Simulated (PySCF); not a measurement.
Molecule: SMILES BCC=C. Atoms near the plane z = 0.0 Å, at the GFN2-xTB optimised geometry (x, y, z in Å): B1 (1.4, -0.9, 0.0), C2 (-0.1, -0.9, 0.0), C3 (-0.8, 0.5, 0.0), C4 (-1.6, 0.9, 1.0), H5 (2.0, -1.9, 0.2), H6 (2.0, 0.1, -0.3), H7 (-0.4, -1.4, -0.9), H8 (-0.5, -1.5, 0.8), H9 (-0.6, 1.1, -0.8), H10 (-2.0, 1.9, 0.9).

Computed with PBE0/def2-TZVP (PySCF). Cells within 0.4 Å of a nucleus heavier than hydrogen are left out (blank, or x). The values are rescaled to run from 0 to 1.

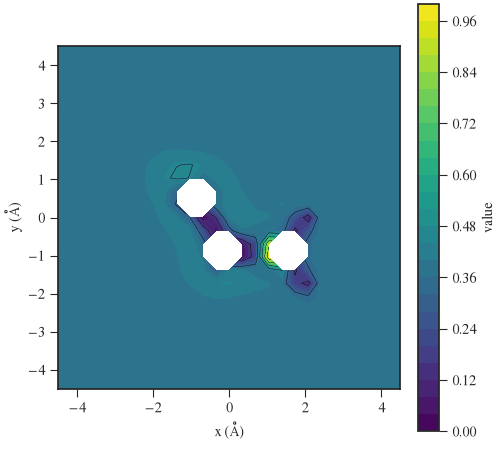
*a field on the plane z = 0.0 Å.*

Question: Which quantity is mapped?
(A) Laplacian of the electron density
(B) deformation density (molecule minus spherical neutral atoms)
(C) electron localisation function
(D) log10 of the electron density

Answer: A, Laplacian of the electron density. In full: Laplacian of the electron density (e/bohr⁵), clipped to [-1.50, 1.50].
